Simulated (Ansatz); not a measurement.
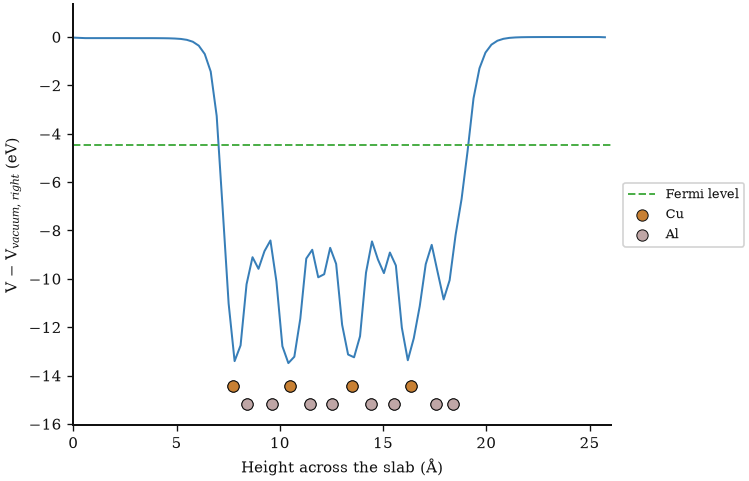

Plane-averaged electrostatic potential energy of an electron across the slab; circles at the bottom mark the heights of the atoms (positions after relaxation).

System: a (100) slab cut from Al$_{2}$Cu (I4/mcm), ended by Al above and Cu below, 24 atoms in the cell. Starting structure of the relaxation:

```yaml
crystal:
  lattice:
    - [4.82785, 0.00000, 0.00000]
    - [0.00000, 5.99310, 0.00000]
    - [0.00000, 0.00000, 26.03138]
  atoms:
    - { symbol: Cu, position: [0.75000, 0.50000, 0.28811] }
    - { symbol: Cu, position: [0.25000, 0.50000, 0.28811] }
    - { symbol: Al, position: [0.00000, 0.15932, 0.32479] }
    - { symbol: Al, position: [0.50000, 0.84068, 0.32479] }
    - { symbol: Al, position: [0.00000, 0.65932, 0.36655] }
    - { symbol: Al, position: [0.50000, 0.34068, 0.36655] }
    - { symbol: Cu, position: [0.25000, 0.00000, 0.40323] }
    - { symbol: Cu, position: [0.75000, 0.00000, 0.40323] }
    - { symbol: Al, position: [0.50000, 0.65932, 0.43991] }
    - { symbol: Al, position: [0.00000, 0.34068, 0.43991] }
    - { symbol: Al, position: [0.50000, 0.15932, 0.48166] }
    - { symbol: Al, position: [0.00000, 0.84068, 0.48166] }
    - { symbol: Cu, position: [0.75000, 0.50000, 0.51834] }
    - { symbol: Cu, position: [0.25000, 0.50000, 0.51834] }
    - { symbol: Al, position: [0.00000, 0.15932, 0.55502] }
    - { symbol: Al, position: [0.50000, 0.84068, 0.55502] }
    - { symbol: Al, position: [0.00000, 0.65932, 0.59677] }
    - { symbol: Al, position: [0.50000, 0.34068, 0.59677] }
    - { symbol: Cu, position: [0.25000, 0.00000, 0.63345] }
    - { symbol: Cu, position: [0.75000, 0.00000, 0.63345] }
    - { symbol: Al, position: [0.50000, 0.65932, 0.67013] }
    - { symbol: Al, position: [0.00000, 0.34068, 0.67013] }
    - { symbol: Al, position: [0.50000, 0.15932, 0.71189] }
    - { symbol: Al, position: [0.00000, 0.84068, 0.71189] }
```

Level of theory: DFT PBEsol, scalar-relativistic, plane waves, PAW, no spin polarisation, 7×6×1 k mesh, 420 eV cutoff; code Ansatz 0.2.0.

What is the work function?

Answer. The work function is 4.46 eV, the same on both faces. The two vacuum levels agree, so the slab has no net dipole along its normal.

How thick are slab and vacuum?

Answer. The outermost atoms are 10.7 Å apart, which leaves 15.4 Å of vacuum in a cell 26.0 Å high.
